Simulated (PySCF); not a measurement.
SMILES c1coc([SiH2]c2cccs2)c1 at its GFN2-xTB optimised geometry (Å):

```
19

C      0.7892    -3.1446     0.0000
C      2.1510    -3.1446     0.0000
O      2.6256    -1.8929     0.0000
C      1.5638    -1.0492     0.0000
Si     1.9309     0.7866    -0.0007
C      0.2973     1.7010    -0.0983
C     -0.1587     2.7140     0.6938
C     -1.4273     3.2065     0.3229
C     -1.9310     2.5637    -0.7617
S     -0.8631     1.3498    -1.3411
C      0.4081    -1.7855     0.0010
H      0.1446    -3.9997    -0.0011
H      2.8666    -3.9436    -0.0006
H      2.7649     1.1182    -1.1630
H      2.5947     1.1876     1.2446
H      0.4056     3.0946     1.5266
H     -1.9388     3.9997     0.8387
H     -2.8666     2.7249    -1.2598
H     -0.5896    -1.3963    -0.0012
```

Computed with PBE/def2-SVP in PySCF. Cells within 0.4 Å of a nucleus heavier than hydrogen are left out (blank, or x).

Map of the LUMO amplitude (bohr^(-3/2)) on the plane z = 0.0 Å; orbital energy -1.50 eV, overall sign arbitrary:

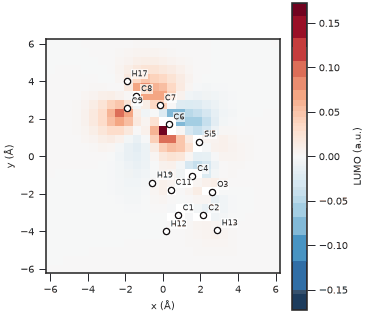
Figure: LUMO amplitude (bohr^(-3/2)) on the plane z = 0.0 Å.
